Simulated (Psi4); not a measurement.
# UMP3/6-31G run of CH4FSi (SMILES [CH2][SiH2]F)

We compute a geometry optimisation of CH4FSi. 

The results are computed with Psi4 1.11.

## Step 1: The molecule

CH4FSi has 7 atoms, charge 0, and is taken as a doublet. As SMILES, `[CH2][SiH2]F`. The start is not the relaxed shape. The run starts from this shape.

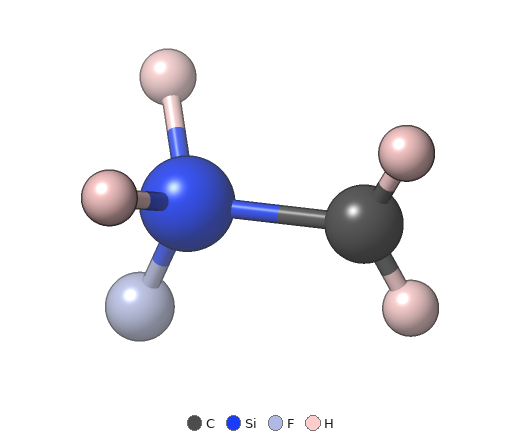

Viewed from a chosen angle; carbon dark grey, silicon blue, fluorine light blue, hydrogen pink.

## Step 2: A structure relaxation at UMP3/6-31G

Contents of ch4fsi.inp:

```
memory 1.6 GB

molecule molecule1 {
  0 2
  C
  Si 1 1.914601
  F 2 1.491044 1 111.47966
  H 1 1.072376 2 118.02563 3 -5.61288
  H 1 1.069552 4 125.1491 2 174.99168
  H 2 1.550889 3 106.65793 1 118.76695
  H 2 1.468926 3 109.92044 6 116.19808
  symmetry c1
}

set globals {
  reference uhf
  scf_type pk
  mp_type conv
  geom_maxiter 40
  g_convergence gau_loose
}

E, wfn = opt("mp3/6-31G", return_wfn=True)
```

Command:

```sh
$ psi4 -n 1 ch4fsi.inp ch4fsi.out
```

ch4fsi.out:

```text
Psi4 1.11 release

gradient() will perform analytic gradient computation.

   => Loading Basis Set <=

    Name: 6-31G
    Role: ORBITAL
    Keyword: BASIS

         ---------------------------------------------------------
                                   SCF
                              UHF Reference
                        1 Threads,   1525 MiB Core
         ---------------------------------------------------------

  ==> Geometry <==

    Molecular point group: c1
    Full point group: C1

    Geometry (in Angstrom), charge = 0, multiplicity = 2:

[... 288 lines left out ...]
  MAX_MOGRAD_CONVERGENCE        => (empty)
[... 385 lines left out ...]
    Two-Electron Energy =                 269.2770614289624973
[... 451 lines left out ...]
   @Spin Contamination Metric:   1.266173167E-02
[... 458 lines left out ...]
   @UHF iter   8:  -428.47285536036287   -1.26249e-10   4.71573e-08 DIIS
[... 461 lines left out ...]
   @UHF iter   0:  -428.47078271471645   -4.28471e+02   5.29099e-04
[... 271 lines left out ...]
	MP2.5 Total Energy (a.u.)          :  -428.73388319534911
[... 404 lines left out ...]
  RMS_MOGRAD_CONVERGENCE        => (empty)
[... 367 lines left out ...]
 Dipole Y            :         -3.0254818            3.9863336            0.9608518
[... 428 lines left out ...]
   @S   Expected:                5.000000000E-01
[... 458 lines left out ...]
   @UHF iter  11:  -428.47342989415466   -1.70530e-13   1.25834e-09 DIIS
[... 443 lines left out ...]
   @UHF iter   3:  -428.47342913697992   -5.29608e-06   7.15533e-06 DIIS
[... 403 lines left out ...]
	Measures of convergence in internal coordinates in au.
[... 1 line left out ...]
	Criteria marked as inactive (o), active & met (*), and active & unmet ( ).

	----------------------------------------------------------------------------------------------
	   Step    Total Energy     Delta E     Max Force     RMS Force      Max Disp      RMS Disp
	----------------------------------------------------------------------------------------------
	  Convergence Criteria              o    2.50e-03 *    1.70e-03 *    1.00e-02 *    6.70e-03 *
	----------------------------------------------------------------------------------------------
	    24    -428.74138071   -2.68e-06 o    8.20e-05 *    3.00e-05 *    7.84e-03 *    3.81e-03 *  ~
	----------------------------------------------------------------------------------------------

Next Geometry in Ang
	Fragment 1 (Ang)

	    C  -0.0002431835   0.4606428111  -1.6482492260
	   Si  -0.0001911498   0.4613275029   0.2371257272
	    F   0.0022650706  -1.1345921545   0.8468567803
	    H   0.9229483374   0.4259638247  -2.2267028218
	    H  -0.9237021725   0.4286431212  -2.2264701394
	    H  -1.2477197835   1.1186999055   0.7595537210
	    H   1.2451451924   1.1228515970   0.7596205455

    Final optimized geometry and variables:
    Molecular point group: c1
    Full point group: C1

    Geometry (in Angstrom), charge = 0, multiplicity = 2:

    C
    SI            1    1.885366
    F             2    1.708348      1  110.923872
    H             1    1.089951      2  122.112237      3  -88.139403
    H             1    1.090005      4  115.771591      2 -176.050679
    H             2    1.503821      3  106.596339      1  120.092167
    H             2    1.503692      3  106.598895      6  119.768149

    Psi4 run time: 0:01:09.71

[set-up sections that repeat, and orbital energies of the middle runs, are left out above]
```

The script printed:

```text
Optimizer: Optimization complete!
```

Wall time 72 s (1 thread of Intel Xeon Platinum 8375C at 2.90GHz (Ice Lake), shared host); peak memory 0.23 GiB.

The path in brief:

| step | energy from the first frame kept (eV) | largest force (eV/Å) |
| --- | --- | --- |
| 0 | 0.0000 | 10.5683 |
| 1 | -0.8892 | 3.4524 |
| 2 | -1.0220 | 1.1162 |
| 3 | -1.0392 | 0.4199 |
| 4 | -1.0418 | 0.1775 |
| 5 | -1.0420 | 0.0675 |
| 6 | -1.0426 | 0.0147 |
| 7 | -1.0427 | 0.0043 |
| 8 | -1.0430 | 0.0292 |
| 9 | 0.1583 | 4.1057 |
| 10 | -0.4064 | 3.0788 |
| 11 | -0.9907 | 0.9290 |
| 12 | -1.0430 | 0.1929 |
| 13 | -1.0440 | 0.4099 |
| 14 | -1.0447 | 0.3674 |
| 15 | -1.0403 | 0.8839 |
| 16 | -1.0463 | 0.5651 |
| 17 | -1.0486 | 0.4256 |
| 18 | -1.0551 | 0.3093 |
| 19 | -1.0645 | 0.0657 |
| 20 | -1.0714 | 0.0447 |
| 21 | -1.0729 | 0.0799 |
| 22 | -1.0734 | 0.0251 |
| 23 | -1.0735 | 0.0048 |

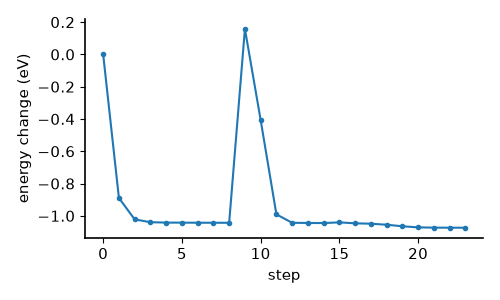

Energy along the run.

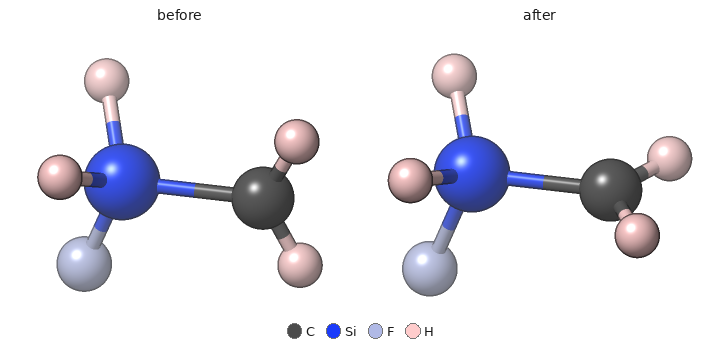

Before and after, at one scale.

After the run. Bond lengths: C1–Si2 1.885 Å, Si2–F3 1.708 Å, C1–H4 1.090 Å, C1–H5 1.090 Å, Si2–H6 1.504 Å, Si2–H7 1.504 Å. Angles: C1–Si2–F3 110.9°, C1–Si2–H6 110.3°, C1–Si2–H7 110.3°, F3–Si2–H6 106.6°, F3–Si2–H7 106.6°, Si2–C1–H4 122.1°, Si2–C1–H5 122.0°, H6–Si2–H7 112.0°, H4–C1–H5 115.8°.

## Step 3: What came out

At UMP3/6-31G:

| quantity | value |
| --- | --- |
| total energy at the end | -428.74138 Eh |
| HOMO energy (Hartree–Fock orbitals) (highest over α and β) | -11.34 eV |
| LUMO energy (Hartree–Fock orbitals) (lowest over α and β) | 1.64 eV |
| correlation energy | -268.0 mEh |
| ⟨S²⟩ | 0.761 |

**Reading.** At the final geometry: Bond lengths: C1–Si2 1.885 Å, Si2–F3 1.708 Å, C1–H4 1.090 Å, C1–H5 1.090 Å, Si2–H6 1.504 Å, Si2–H7 1.504 Å. Angles: C1–Si2–F3 110.9°, C1–Si2–H6 110.3°, C1–Si2–H7 110.3°, F3–Si2–H6 106.6°, F3–Si2–H7 106.6°, Si2–C1–H4 122.1°, Si2–C1–H5 122.0°, H6–Si2–H7 112.0°, H4–C1–H5 115.8°. The optimisation took 24 steps and changed the energy by -1.073 eV.
